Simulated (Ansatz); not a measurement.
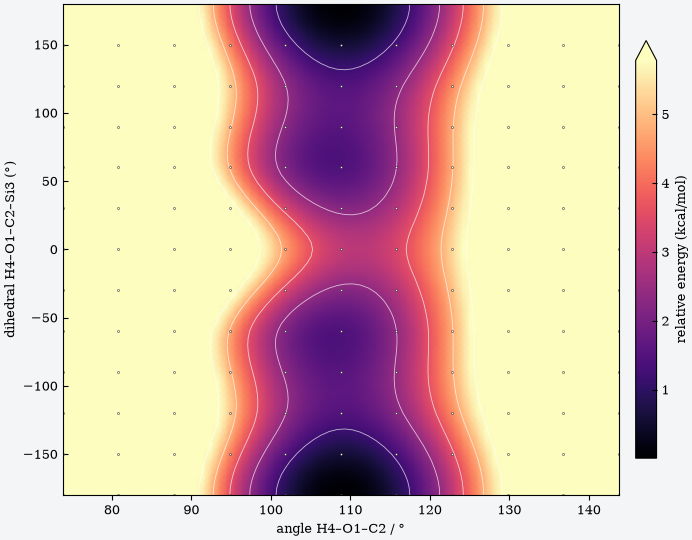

CH6OSi, SMILES OC[SiH3]. 
- First axis: angle H4–O1–C2. Second axis: dihedral H4–O1–C2–Si3.
- Nothing is relaxed (all other coordinates rigid).
- Grid: 11 × 12 points.
- Points are written as (first, second).
- Energies: kcal/mol, counted from the lowest grid point.
- Method: RKS PBE0-D4/def2-TZVP in Ansatz 0.2.0.

The picture shows a smooth colour map with a few white contour lines, dots at the grid points, one colour for all values above the top of the scale. Between grid points the surface is interpolated.

> Estimate the position of the minimum and the force constants in these coordinates.

The interpolated minimum is at angle H4–O1–C2 ≈ 108.8°, dihedral H4–O1–C2–Si3 ≈ −180°. The curvatures there are about 4.8 eV/rad² and 0.24 eV/rad², with a cross term of about 0 eV/rad². Round the minimum the two coordinates are nearly uncoupled. (1 eV is 23.1 kcal/mol.)
